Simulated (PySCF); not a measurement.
# Atomic calculation, with input and output: Re

- system: Re, configuration 1s2 2s2 2p6 3s2 3p6 3d10 4s2 4p6 4d10 4f14 5s2 5p6 5d5 6s1 6p1, multiplicity 8.
- method: unrestricted BLYP, aug-cc-pwCVTZ-PP with ECP60, scalar-relativistic core potential (PySCF)

### Results in brief

```
                                                quantity                      value
                                                 outcome                  converged
total energy (valence electrons, under a core potential)         −78.339372 hartree
                                                    ⟨S²⟩                     15.750
                                                    ⟨L²⟩                       2.00
                                          SCF iterations                          6
                                                hardware  1 CPU thread, shared host
                                                CPU time    2.5 s (integrals apart)
```

### Notes

This is not the ground configuration of the species.

### Input
```python
from pyscf import gto, scf, dft, mp, cc
mol = gto.M(atom="Re 0 0 0", charge=0, spin=7, symmetry="D2h",
            basis="aug-cc-pwCVTZ-PP",
            ecp="aug-cc-pwCVTZ-PP")
mf = dft.UKS(mol, xc="BLYP")
mf.irrep_nelec = {'Ag': (4, 1), 'B1g': (1, 0), 'B2g': (1, 0), 'B3g': (1, 0), 'B1u': (1, 1), 'B2u': (2, 1), 'B3u': (1, 1)}
mf.kernel()
```

The script is an equivalent of what the driver set up; the driver started from orbitals of its own, so the log can be shorter than this script's would be, and it computed the properties (radii, ⟨L²⟩, response) afterwards. It held the occupations shell by shell, which the script's counts by irreducible representation don't always enforce.

### The program's output (extracts)
```
damping factor = 0
level_shift factor = 0
DIIS = <class 'pyscf.scf.diis.CDIIS'>
diis_start_cycle = 1
diis_space = 10
diis_damp = 0
SCF conv_tol = 1e-09
SCF conv_tol_grad = None
number electrons alpha = 11  beta = 4
XC functionals = BLYP
    A. D. Becke.,  Phys. Rev. A 38, 3098 (1988)
    C. Lee, W. Yang, and R. G. Parr.,  Phys. Rev. B 37, 785 (1988)
    B. Miehlich, A. Savin, H. Stoll, and H. Preuss.,  Chem. Phys. Lett. 157, 200 (1989)
cycle= 1 E= -78.3392580846787  delta_E= -0.00854  |g|= 0.0145  |ddm|= 0.225
cycle= 2 E= -78.3393381475861  delta_E= -8.01e-05  |g|= 0.00697  |ddm|= 0.0618
cycle= 3 E= -78.339364531172  delta_E= -2.64e-05  |g|= 0.00427  |ddm|= 0.0137
cycle= 4 E= -78.3393722621611  delta_E= -7.73e-06  |g|= 0.000164  |ddm|= 0.00412
cycle= 5 E= -78.3393722718274  delta_E= -9.67e-09  |g|= 2.54e-05  |ddm|= 0.000743
cycle= 6 E= -78.3393722722134  delta_E= -3.86e-10  |g|= 1.17e-06  |ddm|= 4.02e-05
converged SCF energy = -78.3393722722134  <S^2> = 15.750246  2S+1 = 8.0000616
```

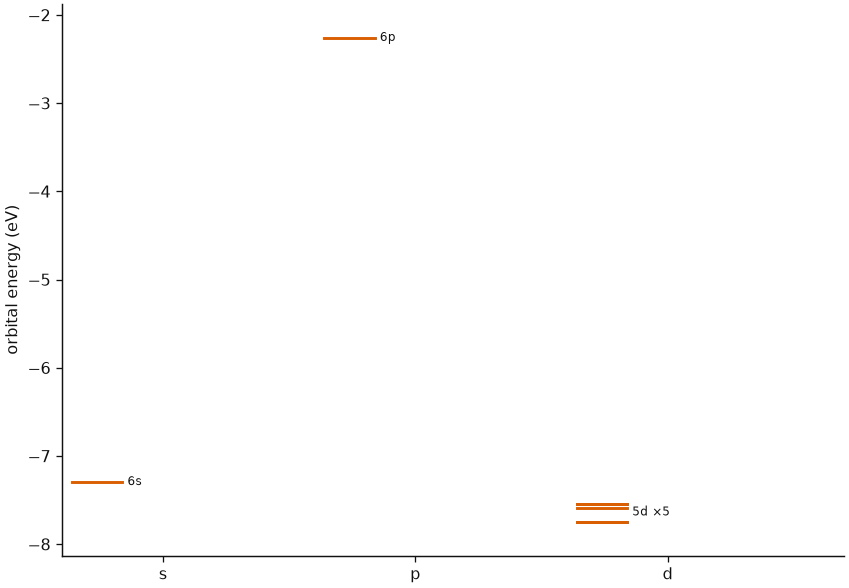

**Figure 1.** Orbital energies of the mean field, from the top down to −7.75 eV, by angular momentum, α spin at the left of each column and β at the right; ×n counts the orbitals under one label. Empty levels that the record names by l alone aren't drawn. The highest filled orbital is 6p α at −2.26 eV, the lowest empty one s β at −5.12 eV.
